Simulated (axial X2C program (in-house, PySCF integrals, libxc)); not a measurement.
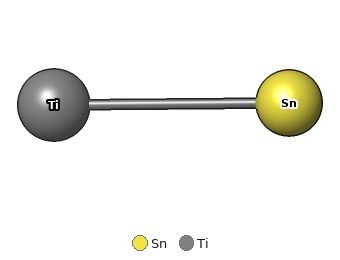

Fig. 1: The molecule at the reference distance of 2.679 Å.

**Relativistic diatomic calculation for SnTi**

- system: SnTi, single determinant with Ω = 3 (not the lowest found). The distance is the PBE0 minimum at charge 0.
- method: expectation values, HF and Kohn-Sham, two-component X2C with atomic mean-field Coulomb and Gaunt terms, Sn dyall-cv3z, Ti dyall-cv3z (cores contracted) (axial X2C program (in-house, PySCF integrals, libxc))

## Input file
```
{"zs": [50, 22], "q": 0, "bas": ["dyall-cv3z", "dyall-cv3z"], "r0": 2.76, "levels": ["PBE0", "HF", "BHandHLYP", "PBE50", "B3LYP"], "nst": 3}
```

The line is the task of a batch: nuclear charges, charge, bases, the levels to run, a first guess of the distance and further settings. This report covers the levels named above. The log is that of the reference distance.

The run was one of a batch that the task file lists, launched with:
```bash
python <driver script> task.json out
```

## Output
```
two-component X2C + atomic mean field  PBE0
basis functions 245  fitting functions 1303  grid points 5803
iter        total energy     max residual
   1      -7022.787431274     1.00e+01
   2      -7024.090517189     9.16e+00
   3      -7025.062002786     7.83e+00
   4      -7025.865245589     5.99e+00
   5      -7026.854121710     1.08e+00
   6      -7026.919913600     4.92e-01
   7      -7026.953366802     2.39e-01
   8      -7026.991223334     2.40e-01
   9      -7026.999320863     1.24e-01
  10      -7027.004328973     6.84e-02
  11      -7027.006029217     4.61e-02
  12      -7027.006571568     2.41e-02
  13      -7027.006940113     2.48e-02
  14      -7027.007175318     1.23e-02
  15      -7027.007286803     5.96e-03
  16      -7027.007412987     8.15e-03
  17      -7027.007489534     6.12e-03
  18      -7027.007565091     7.35e-03
  19      -7027.007626806     6.05e-03
  20      -7027.007665455     6.11e-03
  21      -7027.007688490     2.29e-03
  22      -7027.007703376     2.67e-03
  23      -7027.007712320     2.41e-03
  24      -7027.007717188     1.72e-03
  25      -7027.007720073     9.06e-04
  26      -7027.007721642     1.13e-03
  27      -7027.007722406     8.43e-04
  28      -7027.007722850     6.84e-04
  29      -7027.007723156     2.14e-04
  30      -7027.007723321     2.43e-04
  31      -7027.007723394     2.11e-04
  32      -7027.007723440     1.43e-04
  33      -7027.007723473     9.86e-05
  34      -7027.007723483     7.65e-05
  35      -7027.007723495     5.57e-05
  36      -7027.007723502     9.78e-05
  37      -7027.007723505     3.01e-05
  38      -7027.007723507     2.72e-05
  39      -7027.007723508     1.02e-05
  40      -7027.007723508     1.49e-05
  41      -7027.007723508     6.21e-06
converged
one-electron -10089.74802684  Coulomb 3057.64707256  exact exchange -51.29960961  xc functional -157.17639598  nuclear repulsion 217.28067638  atomic mean-field constant -3.71144001
```

## Expectation values by level of theory

```csv
quantity,PBE0,HF,BHandHLYP,PBE50,B3LYP
effective field for an electron dipole moment (GV/cm),1.04,1.24,0.900,1.83,0.571
field gradient at the first nucleus (a.u.),−3.24,−2.78,−1.33,−2.04,−2.82
field gradient at the second nucleus (a.u.),−0.254,−0.718,−0.113,−0.225,−0.202
"A∥/gI, first nucleus (MHz)",141,30.3,35.4,75.1,104
"A∥/gI, second nucleus (MHz)",196,229,191,225,178
```

Each column comes from one determinant with 2 or more unpaired spinors, which can mix states, in a basis with contracted cores. The levels disagree widely: the effective field runs from 0.571 to 1.83 GV/cm, A∥/gI at the first nucleus runs from 30.3 to 141 MHz, the field gradient at the first nucleus runs from −3.24 to −1.33 a.u. and the field gradient at the second nucleus runs from −0.718 to −0.113 a.u. They may not all have settled in the same state, and these values aren't reliable properties of the molecule.

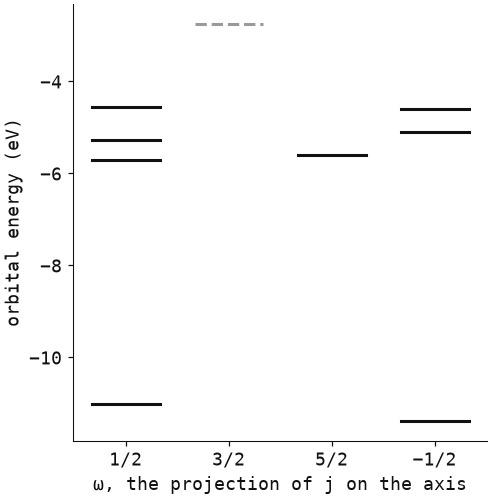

Fig. 2: Orbital energies (PBE0) near the frontier at 2.68 Å, filled (solid) and empty (dashed). The highest filled spinor (1/2; 65 % Sn p, 18 % Ti d) lies at −4.56 eV, the lowest empty one (3/2; 48 % Sn p, 36 % Ti d) at −2.75 eV.

## Summary

- outcome: converged; the levels of theory disagree widely
- hardware: 1 thread of Arm Neoverse V1, 24 GiB of memory available, shared host
- wall time: 14 s
- peak memory: 0.53 GiB
